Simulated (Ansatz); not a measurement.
**Run report: CH9BOSi, molecular dynamics (part 2 of 4)**

Continued. System: CH9BOSi. Method: RHF/6-31G* (Ansatz 0.2.0). The run did not end well. It belongs to a series of runs on one base structure; here: dynamics from the highest image of the converged band. The run did not end well; see the last part.

Geometry of the input (Å):
```
B  0.0537  -0.2720  0.1815
C  -0.0507  -0.0099  1.9540
H  -0.9454  -0.2820  2.5089
H  0.8260  -0.1823  2.5713
H  -0.1099  1.0601  1.7875
H  1.0731  0.2045  -0.2000
H  -0.9797  0.0835  -0.2983
O  0.1527  -1.8554  0.2390
Si -0.8834  -2.9418  -0.4733
H  -0.3849  -4.2969  -0.1954
H  -2.2373  -2.7928  0.0913
H  -0.9198  -2.6970  -1.9228
H  0.0240  -1.2278  1.2551
```

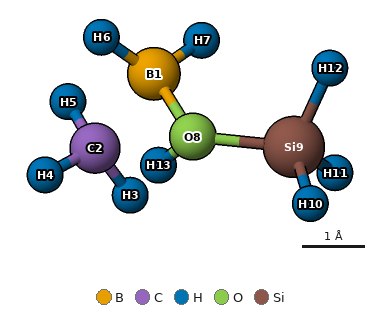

*The geometry at step 13 of the log (ball-and-stick view, seen at a tilt; atoms are numbered from 1 in the order of the input).*

Trajectory as extended XYZ, continued:
```
13
Properties=species:S:1:pos:R:3:forces:R:3 step=1 time_fs=0.5 energy=-11742.04559 temperature=294.5
B     0.0502   -0.2774    0.1794    0.3247   0.4255   0.0650
C    -0.0513   -0.0090    1.9550    0.1871   0.1852  -0.4132
H    -0.9387   -0.2943    2.5026   -0.1652   0.0077   0.1526
H     0.8332   -0.1828    2.5584    0.0068  -0.0270   0.0657
H    -0.1059    1.0639    1.7839   -0.0533  -0.1131   0.0972
H     1.0838    0.2040   -0.1930   -0.2558  -0.1193   0.0144
H    -0.9797    0.0844   -0.2986   -0.0312  -0.0256  -0.0582
O     0.1526   -1.8540    0.2419    0.0114  -0.1309  -0.0518
Si   -0.8825   -2.9405   -0.4727   -0.2783   0.0462  -0.1287
H    -0.3864   -4.2937   -0.2082    0.0395  -0.0766   0.0624
H    -2.2477   -2.7899    0.0894    0.1988  -0.0177  -0.0541
H    -0.9188   -2.6982   -1.9276    0.0161   0.0214   0.1104
H     0.0267   -1.2344    1.2393   -0.0005  -0.1758   0.1383
13
Properties=species:S:1:pos:R:3:forces:R:3 step=2 time_fs=1.0 energy=-11742.02353 temperature=279.2
B     0.0469   -0.2826    0.1772    0.6195   0.8458   0.1382
C    -0.0518   -0.0081    1.9559    0.3694   0.3568  -0.7995
H    -0.9325   -0.3066    2.4967   -0.3143   0.0142   0.2938
H     0.8403   -0.1835    2.5456    0.0055  -0.0515   0.1222
H    -0.1021    1.0674    1.7806   -0.1089  -0.2125   0.1919
H     1.0940    0.2033   -0.1860   -0.4851  -0.2257   0.0171
H    -0.9798    0.0852   -0.2989   -0.0592  -0.0517  -0.1155
O     0.1525   -1.8527    0.2449    0.0310  -0.2712  -0.1208
Si   -0.8816   -2.9392   -0.4722   -0.5413   0.0864  -0.2537
H    -0.3877   -4.2907   -0.2208    0.0780  -0.1498   0.1222
H    -2.2576   -2.7871    0.0873    0.3821  -0.0341  -0.1003
H    -0.9178   -2.6992   -1.9320    0.0310   0.0439   0.2137
H     0.0295   -1.2415    1.2238   -0.0075  -0.3507   0.2906
13
Properties=species:S:1:pos:R:3:forces:R:3 step=4 time_fs=2.0 energy=-11741.95455 temperature=231.2
B     0.0406   -0.2924    0.1730    1.0660   1.6320   0.3201
C    -0.0527   -0.0060    1.9571    0.6448   0.5910  -1.4240
H    -0.9225   -0.3311    2.4873   -0.4911   0.0498   0.4922
H     0.8546   -0.1852    2.5209   -0.0290  -0.0894   0.2040
H    -0.0954    1.0726    1.7755   -0.2181  -0.3318   0.3631
H     1.1105    0.2001   -0.1718   -0.8260  -0.3816  -0.0211
H    -0.9805    0.0863   -0.3006   -0.0981  -0.1063  -0.2176
O     0.1523   -1.8502    0.2507    0.0829  -0.5754  -0.2956
Si   -0.8800   -2.9366   -0.4711   -0.9857   0.1258  -0.4829
H    -0.3899   -4.2860   -0.2450    0.1433  -0.2676   0.2299
H    -2.2743   -2.7818    0.0823    0.6772  -0.0606  -0.1628
H    -0.9155   -2.7010   -1.9392    0.0591   0.0928   0.3809
H     0.0349   -1.2585    1.1953   -0.0254  -0.6787   0.6138
13
Properties=species:S:1:pos:R:3:forces:R:3 step=5 time_fs=2.5 energy=-11741.91959 temperature=206.9
B     0.0378   -0.2968    0.1710    1.2036   1.9802   0.4339
C    -0.0530   -0.0048    1.9573    0.7113   0.6285  -1.6393
H    -0.9192   -0.3432    2.4842   -0.4939   0.0900   0.5330
H     0.8617   -0.1863    2.5093   -0.0629  -0.1012   0.2286
H    -0.0927    1.0741    1.7742   -0.2688  -0.3394   0.4352
H     1.1159    0.1972   -0.1648   -0.9271  -0.4260  -0.0613
H    -0.9812    0.0865   -0.3021   -0.1056  -0.1351  -0.2596
O     0.1522   -1.8490    0.2536    0.1146  -0.7345  -0.3956
Si   -0.8793   -2.9353   -0.4706   -1.1551   0.1150  -0.5813
H    -0.3904   -4.2845   -0.2564    0.1666  -0.3038   0.2756
H    -2.2804   -2.7793    0.0793    0.7803  -0.0699  -0.1766
H    -0.9141   -2.7016   -1.9415    0.0724   0.1192   0.4383
H     0.0376   -1.2692    1.1830   -0.0353  -0.8231   0.7690
13
Properties=species:S:1:pos:R:3:forces:R:3 step=6 time_fs=3.0 energy=-11741.89200 temperature=187.6
B     0.0352   -0.3008    0.1691    1.2797   2.2867   0.5657
C    -0.0531   -0.0035    1.9572    0.7226   0.6052  -1.7855
H    -0.9171   -0.3551    2.4824   -0.4356   0.1491   0.5314
H     0.8686   -0.1877    2.4982   -0.1059  -0.1079   0.2435
H    -0.0907    1.0748    1.7739   -0.3150  -0.3092   0.4964
H     1.1191    0.1932   -0.1579   -0.9789  -0.4464  -0.1139
H    -0.9821    0.0864   -0.3043   -0.1040  -0.1645  -0.2942
O     0.1521   -1.8480    0.2564    0.1492  -0.8932  -0.4992
Si   -0.8787   -2.9340   -0.4702   -1.2839   0.0795  -0.6662
H    -0.3906   -4.2838   -0.2671    0.1819  -0.3206   0.3152
H    -2.2846   -2.7770    0.0758    0.8501  -0.0762  -0.1782
H    -0.9126   -2.7019   -1.9428    0.0851   0.1467   0.4752
H     0.0401   -1.2819    1.1726   -0.0453  -0.9490   0.9098
13
Properties=species:S:1:pos:R:3:forces:R:3 step=7 time_fs=3.5 energy=-11741.87600 temperature=176.5
B     0.0330   -0.3043    0.1673    1.2940   2.5432   0.7169
C    -0.0530   -0.0020    1.9567    0.6825   0.5235  -1.8679
H    -0.9160   -0.3666    2.4819   -0.3244   0.2255   0.4917
H     0.8753   -0.1894    2.4877   -0.1550  -0.1094   0.2499
H    -0.0894    1.0748    1.7747   -0.3553  -0.2425   0.5463
H     1.1200    0.1882   -0.1513   -0.9807  -0.4423  -0.1775
H    -0.9833    0.0860   -0.3072   -0.0932  -0.1940  -0.3211
O     0.1521   -1.8471    0.2591    0.1855  -1.0466  -0.6019
Si   -0.8782   -2.9326   -0.4698   -1.3694   0.0175  -0.7366
H    -0.3904   -4.2838   -0.2770    0.1883  -0.3168   0.3482
H    -2.2868   -2.7749    0.0719    0.8850  -0.0794  -0.1674
H    -0.9109   -2.7019   -1.9429    0.0971   0.1750   0.4904
H     0.0426   -1.2969    1.1644   -0.0543  -1.0536   1.0291
13
Properties=species:S:1:pos:R:3:forces:R:3 step=8 time_fs=4.0 energy=-11741.87419 temperature=175.2
B     0.0310   -0.3072    0.1657    1.2472   2.7427   0.8876
C    -0.0529   -0.0005    1.9559    0.6011   0.3929  -1.8973
H    -0.9157   -0.3776    2.4826   -0.1750   0.3144   0.4215
H     0.8816   -0.1913    2.4778   -0.2065  -0.1060   0.2496
H    -0.0890    1.0741    1.7769   -0.3886  -0.1440   0.5853
H     1.1185    0.1822   -0.1451   -0.9324  -0.4137  -0.2506
H    -0.9846    0.0850   -0.3109   -0.0740  -0.2228  -0.3400
O     0.1520   -1.8463    0.2617    0.2219  -1.1883  -0.6978
Si   -0.8778   -2.9313   -0.4695   -1.4099  -0.0706  -0.7924
H    -0.3897   -4.2846   -0.2861    0.1857  -0.2923   0.3748
H    -2.2869   -2.7730    0.0677    0.8839  -0.0795  -0.1443
H    -0.9089   -2.7014   -1.9419    0.1084   0.2036   0.4833
H     0.0449   -1.3145    1.1586   -0.0616  -1.1364   1.1204
13
Properties=species:S:1:pos:R:3:forces:R:3 step=10 time_fs=5.0 energy=-11741.91612 temperature=204.6
B     0.0279   -0.3111    0.1631    0.9805   2.9517   1.2825
C    -0.0522    0.0028    1.9530    0.3695   0.0500  -1.8567
H    -0.9159   -0.3971    2.4868    0.1638   0.4980   0.2306
H     0.8926   -0.1959    2.4598   -0.3000  -0.0868   0.2352
H    -0.0911    1.0721    1.7856   -0.4305   0.1145   0.6360
H     1.1091    0.1672   -0.1347   -0.6893  -0.2848  -0.4198
H    -0.9879    0.0814   -0.3206   -0.0159  -0.2742  -0.3547
O     0.1521   -1.8454    0.2667    0.2871  -1.4071  -0.8357
Si   -0.8774   -2.9287   -0.4691   -1.3550  -0.3150  -0.8645
H    -0.3869   -4.2881   -0.3016    0.1549  -0.1896   0.4096
H    -2.2807   -2.7697    0.0581    0.7722  -0.0700  -0.0621
H    -0.9042   -2.6990   -1.9364    0.1282   0.2599   0.4038
H     0.0491   -1.3578    1.1552   -0.0655  -1.2466   1.1958
13
Properties=species:S:1:pos:R:3:forces:R:3 step=11 time_fs=5.5 energy=-11741.95883 temperature=234.6
B     0.0267   -0.3120    0.1622    0.7697   2.9592   1.5004
C    -0.0517    0.0045    1.9511    0.2461  -0.1207  -1.8173
H    -0.9156   -0.4051    2.4898    0.3179   0.5755   0.1293
H     0.8971   -0.1985    2.4517   -0.3343  -0.0723   0.2237
H    -0.0936    1.0714    1.7922   -0.4375   0.2498   0.6520
H     1.1017    0.1586   -0.1309   -0.5000  -0.1879  -0.5127
H    -0.9896    0.0787   -0.3268    0.0194  -0.2948  -0.3514
O     0.1522   -1.8452    0.2690    0.3113  -1.4691  -0.8552
Si   -0.8774   -2.9274   -0.4690   -1.2616  -0.4626  -0.8850
H    -0.3850   -4.2906   -0.3079    0.1290  -0.1185   0.4188
H    -2.2748   -2.7683    0.0531    0.6625  -0.0605  -0.0041
H    -0.9014   -2.6968   -1.9322    0.1364   0.2865   0.3340
H     0.0509   -1.3839    1.1578   -0.0588  -1.2846   1.1675
13
Properties=species:S:1:pos:R:3:forces:R:3 step=12 time_fs=6.0 energy=-11742.01452 temperature=273.7
B     0.0257   -0.3124    0.1616    0.5180   2.9068   1.7258
C    -0.0512    0.0062    1.9487    0.1314  -0.2612  -1.7830
H    -0.9146   -0.4118    2.4931    0.4434   0.6335   0.0344
H     0.9008   -0.2013    2.4441   -0.3562  -0.0557   0.2103
H    -0.0972    1.0712    1.8003   -0.4345   0.3694   0.6649
H     1.0932    0.1496   -0.1284   -0.2738  -0.0738  -0.6086
H    -0.9913    0.0752   -0.3338    0.0562  -0.3109  -0.3418
O     0.1523   -1.8453    0.2711    0.3270  -1.4921  -0.8240
Si   -0.8775   -2.9262   -0.4690   -1.1278  -0.6195  -0.8988
H    -0.3828   -4.2935   -0.3132    0.0979  -0.0402   0.4231
H    -2.2673   -2.7671    0.0480    0.5192  -0.0482   0.0639
H    -0.8982   -2.6940   -1.9271    0.1432   0.3112   0.2474
H     0.0526   -1.4130    1.1632   -0.0439  -1.3193   1.0864
13
Properties=species:S:1:pos:R:3:forces:R:3 step=13 time_fs=6.5 energy=-11742.08186 temperature=321.0
B     0.0248   -0.3120    0.1614    0.2381   2.8026   1.9528
C    -0.0506    0.0078    1.9460    0.0317  -0.3509  -1.7635
H    -0.9125   -0.4170    2.4966    0.5315   0.6664  -0.0489
H     0.9036   -0.2042    2.4370   -0.3635  -0.0378   0.1955
H    -0.1018    1.0719    1.8100   -0.4205   0.4582   0.6764
H     1.0840    0.1404   -0.1273   -0.0218   0.0517  -0.7045
H    -0.9928    0.0710   -0.3416    0.0924  -0.3219  -0.3263
O     0.1525   -1.8456    0.2731    0.3324  -1.4751  -0.7296
Si   -0.8777   -2.9250   -0.4691   -0.9587  -0.7789  -0.9094
H    -0.3803   -4.2964   -0.3175    0.0635   0.0405   0.4232
H    -2.2586   -2.7659    0.0431    0.3461  -0.0335   0.1403
H    -0.8947   -2.6905   -1.9215    0.1482   0.3332   0.1475
H     0.0542   -1.4453    1.1712   -0.0194  -1.3545   0.9467
13
Properties=species:S:1:pos:R:3:forces:R:3 step=14 time_fs=7.0 energy=-11742.15973 temperature=375.7
B     0.0239   -0.3111    0.1617   -0.0519   2.6586   2.1743
C    -0.0501    0.0093    1.9429   -0.0495  -0.3736  -1.7642
H    -0.9092   -0.4206    2.4999    0.5773   0.6705  -0.1175
H     0.9055   -0.2072    2.4303   -0.3554  -0.0192   0.1793
H    -0.1075    1.0737    1.8214   -0.3950   0.5031   0.6867
H     1.0747    0.1313   -0.1278    0.2397   0.1804  -0.7963
H    -0.9942    0.0661   -0.3502    0.1262  -0.3275  -0.3056
O     0.1528   -1.8461    0.2751    0.3264  -1.4227  -0.5638
Si   -0.8780   -2.9239   -0.4692   -0.7615  -0.9341  -0.9203
H    -0.3777   -4.2992   -0.3207    0.0276   0.1190   0.4195
H    -2.2490   -2.7649    0.0386    0.1493  -0.0168   0.2227
H    -0.8909   -2.6861   -1.9155    0.1513   0.3517   0.0390
H     0.0558   -1.4809    1.1814    0.0156  -1.3894   0.7462
13
Properties=species:S:1:pos:R:3:forces:R:3 step=16 time_fs=8.0 energy=-11742.34367 temperature=505.0
B     0.0220   -0.3074    0.1637   -0.5686   2.3091   2.5668
C    -0.0490    0.0122    1.9357   -0.1516  -0.1870  -1.8262
H    -0.8983   -0.4230    2.5055    0.5372   0.5868  -0.2049
H     0.9070   -0.2133    2.4183   -0.2946   0.0169   0.1417
H    -0.1215    1.0810    1.8491   -0.3069   0.4343   0.6973
H     1.0585    0.1147   -0.1349    0.7012   0.4059  -0.9441
H    -0.9958    0.0538   -0.3695    0.1806  -0.3231  -0.2493
O     0.1534   -1.8477    0.2787    0.2820  -1.2589  -0.0252
Si   -0.8787   -2.9219   -0.4698   -0.3240  -1.2038  -0.9548
H    -0.3723   -4.3038   -0.3242   -0.0421   0.2539   0.4029
H    -2.2293   -2.7629    0.0312   -0.2785   0.0183   0.3915
H    -0.8821   -2.6748   -1.9035    0.1503   0.3746  -0.1815
H     0.0592   -1.5621    1.2066    0.1151  -1.4270   0.1858
13
Properties=species:S:1:pos:R:3:forces:R:3 step=17 time_fs=8.5 energy=-11742.44840 temperature=578.6
B     0.0210   -0.3048    0.1655   -0.7437   2.1329   2.7174
C    -0.0485    0.0136    1.9316   -0.1732   0.0168  -1.8754
H    -0.8909   -0.4220    2.5076    0.4554   0.5006  -0.2239
H     0.9066   -0.2163    2.4128   -0.2457   0.0336   0.1194
H    -0.1297    1.0862    1.8654   -0.2443   0.3226   0.6897
H     1.0527    0.1077   -0.1417    0.8515   0.4810  -0.9851
H    -0.9960    0.0465   -0.3801    0.1991  -0.3138  -0.2138
O     0.1538   -1.8489    0.2805    0.2471  -1.1810   0.3199
Si   -0.8792   -2.9210   -0.4702   -0.1102  -1.3048  -0.9830
H    -0.3697   -4.3052   -0.3245   -0.0728   0.3042   0.3910
H    -2.2201   -2.7618    0.0289   -0.4845   0.0341   0.4685
H    -0.8772   -2.6679   -1.8980    0.1456   0.3770  -0.2807
H     0.0612   -1.6077    1.2203    0.1759  -1.4031  -0.1442
13
Properties=species:S:1:pos:R:3:forces:R:3 step=18 time_fs=9.0 energy=-11742.56027 temperature=657.1
B     0.0197   -0.3017    0.1680   -0.8348   1.9712   2.8230
C    -0.0481    0.0150    1.9271   -0.1768   0.2770  -1.9221
H    -0.8824   -0.4198    2.5092    0.3391   0.3887  -0.2281
H     0.9056   -0.2193    2.4076   -0.1885   0.0492   0.0944
H    -0.1384    1.0922    1.8834   -0.1706   0.1713   0.6669
H     1.0488    0.1019   -0.1509    0.9198   0.5199  -0.9936
H    -0.9958    0.0384   -0.3912    0.2112  -0.3006  -0.1728
O     0.1542   -1.8501    0.2823    0.2072  -1.1287   0.6833
Si   -0.8796   -2.9203   -0.4706    0.0803  -1.3749  -1.0198
H    -0.3673   -4.3060   -0.3239   -0.0992   0.3402   0.3770
H    -2.2122   -2.7607    0.0276   -0.6655   0.0465   0.5331
H    -0.8719   -2.6600   -1.8932    0.1375   0.3720  -0.3639
H     0.0636   -1.6568    1.2336    0.2403  -1.3318  -0.4776
13
Properties=species:S:1:pos:R:3:forces:R:3 step=19 time_fs=9.5 energy=-11742.67706 temperature=739.0
B     0.0183   -0.2982    0.1711   -0.8313   1.8300   2.8733
C    -0.0477    0.0164    1.9222   -0.1651   0.5737  -1.9518
H    -0.8731   -0.4167    2.5102    0.1964   0.2562  -0.2203
H     0.9042   -0.2221    2.4026   -0.1270   0.0638   0.0662
H    -0.1476    1.0987    1.9029   -0.0877  -0.0053   0.6242
H     1.0472    0.0973   -0.1625    0.8956   0.5194  -0.9632
H    -0.9950    0.0297   -0.4027    0.2173  -0.2840  -0.1261
O     0.1546   -1.8516    0.2842    0.1653  -1.1151   1.0368
Si   -0.8800   -2.9197   -0.4712    0.2326  -1.4087  -1.0649
H    -0.3651   -4.3059   -0.3224   -0.1203   0.3605   0.3616
H    -2.2058   -2.7594    0.0277   -0.8069   0.0540   0.5798
H    -0.8663   -2.6512   -1.8892    0.1258   0.3587  -0.4254
H     0.0666   -1.7090    1.2457    0.3052  -1.2031  -0.7901
13
Properties=species:S:1:pos:R:3:forces:R:3 step=21 time_fs=10.5 energy=-11742.90937 temperature=901.8
B     0.0149   -0.2899    0.1791   -0.5630   1.6094   2.7820
C    -0.0469    0.0196    1.9112   -0.1115   1.1850  -1.9018
H    -0.8534   -0.4090    2.5108   -0.1250  -0.0434  -0.1868
H     0.9005   -0.2272    2.3931   -0.0082   0.0907   0.0004
H    -0.1663    1.1111    1.9464    0.0935  -0.3687   0.4681
H     1.0502    0.0918   -0.1924    0.5902   0.4131  -0.7763
H    -0.9919    0.0101   -0.4265    0.2138  -0.2428  -0.0139
O     0.1556   -1.8551    0.2886    0.0861  -1.2291   1.6139
Si   -0.8808   -2.9188   -0.4726    0.3768  -1.3522  -1.1744
H    -0.3617   -4.3031   -0.3167   -0.1442   0.3524   0.3271
H    -2.1991   -2.7565    0.0320   -0.9253   0.0485   0.6011
H    -0.8543   -2.6312   -1.8845    0.0903   0.3044  -0.4685
H     0.0750   -1.8217    1.2637    0.4264  -0.7673  -1.2711
13
Properties=species:S:1:pos:R:3:forces:R:3 step=22 time_fs=11.0 energy=-11743.01392 temperature=975.0
B     0.0130   -0.2852    0.1841   -0.3360   1.5215   2.6376
C    -0.0466    0.0216    1.9051   -0.0814   1.4569  -1.7970
H    -0.8438   -0.4052    2.5104   -0.2783  -0.1942  -0.1736
H     0.8986   -0.2295    2.3883    0.0416   0.1034  -0.0370
H    -0.1755    1.1161    1.9699    0.1843  -0.5255   0.3555
H     1.0540    0.0906   -0.2103    0.3459   0.3243  -0.6254
H    -0.9896   -0.0006   -0.4386    0.2061  -0.2190   0.0517
O     0.1561   -1.8570    0.2912    0.0525  -1.3549   1.8045
Si   -0.8811   -2.9186   -0.4734    0.3575  -1.2586  -1.2344
H    -0.3605   -4.3005   -0.3127   -0.1464   0.3244   0.3087
H    -2.1990   -2.7549    0.0363   -0.8918   0.0341   0.5708
H    -0.8479   -2.6200   -1.8838    0.0664   0.2627  -0.4474
H     0.0807   -1.8810    1.2684    0.4796  -0.4751  -1.4140
13
Properties=species:S:1:pos:R:3:forces:R:3 step=23 time_fs=11.5 energy=-11743.10302 temperature=1037.4
B     0.0110   -0.2802    0.1897   -0.0818   1.4407   2.4320
C    -0.0463    0.0238    1.8987   -0.0582   1.6829  -1.6279
H    -0.8349   -0.4018    2.5095   -0.4092  -0.3343  -0.1724
H     0.8968   -0.2315    2.3835    0.0812   0.1153  -0.0769
H    -0.1842    1.1200    1.9943    0.2701  -0.6498   0.2242
H     1.0587    0.0902   -0.2297    0.0748   0.2257  -0.4459
H    -0.9867   -0.0118   -0.4505    0.1956  -0.1934   0.1231
O     0.1566   -1.8592    0.2940    0.0242  -1.5180   1.9204
Si   -0.8814   -2.9184   -0.4744    0.2794  -1.1231  -1.2947
H    -0.3597   -4.2971   -0.3080   -0.1423   0.2817   0.2896
H    -2.2011   -2.7532    0.0420   -0.7996   0.0124   0.5138
H    -0.8413   -2.6083   -1.8842    0.0385   0.2118  -0.3998
H     0.0875   -1.9416    1.2697    0.5274  -0.1520  -1.4855
13
Properties=species:S:1:pos:R:3:forces:R:3 step=24 time_fs=12.0 energy=-11743.17200 temperature=1085.8
B     0.0090   -0.2748    0.1958    0.1745   1.3620   2.1721
C    -0.0460    0.0264    1.8919   -0.0484   1.8508  -1.3912
H    -0.8270   -0.3992    2.5083   -0.5068  -0.4560  -0.1901
H     0.8952   -0.2333    2.3785    0.1092   0.1262  -0.1185
H    -0.1922    1.1222    2.0192    0.3472  -0.7339   0.0797
H     1.0635    0.0903   -0.2501   -0.1977   0.1273  -0.2478
H    -0.9835   -0.0234   -0.4621    0.1827  -0.1660   0.1992
O     0.1571   -1.8617    0.2971    0.0015  -1.7080   1.9631
Si   -0.8817   -2.9184   -0.4754    0.1509  -0.9497  -1.3526
H    -0.3591   -4.2929   -0.3025   -0.1322   0.2258   0.2699
H    -2.2050   -2.7515    0.0489   -0.6580  -0.0156   0.4331
H    -0.8347   -2.5960   -1.8855    0.0073   0.1525  -0.3298
H     0.0955   -2.0024    1.2674    0.5699   0.1847  -1.4873
```
